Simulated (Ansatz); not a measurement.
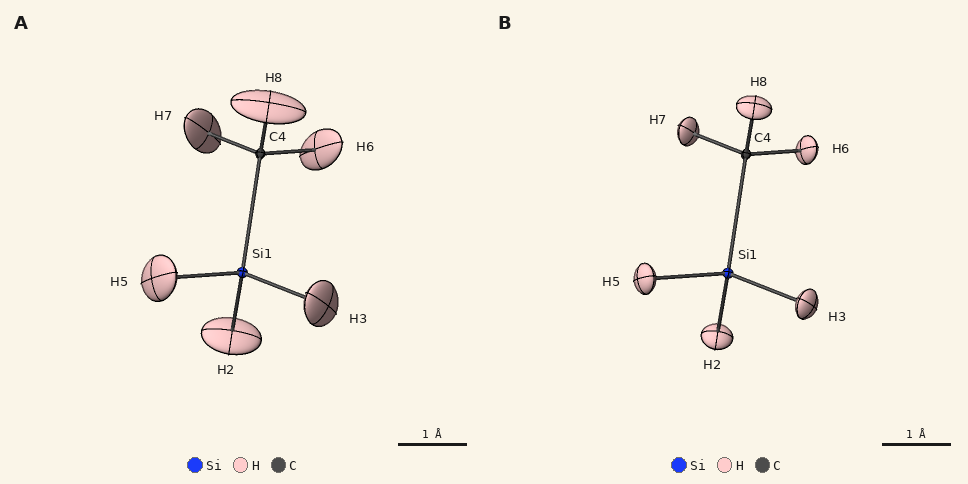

Displacement ellipsoids at the 50 % level, from the internal vibrations of the free molecule (harmonic, no overall translation or rotation; no half-axis is drawn under 0.075 Å). Vibrations computed with RKS PBE0-D4/def2-TZVP (Ansatz 0.2.0). One panel is for 100 K, the other for 900 K.

### Which panel is for 900 K?

A.

### How much does the mean-square displacement of H6 grow, and why?

U_eq goes from 0.0172 to 0.0560 Å², a factor of 3.2. Modes below kT (626 cm⁻¹ at 900 K) grow about in proportion to T, and the lowest lies at 198 cm⁻¹; the mean-square amplitude of a mode is its zero-point value times coth(ħω/2kT), which comes close to 1 only above about 3kT.
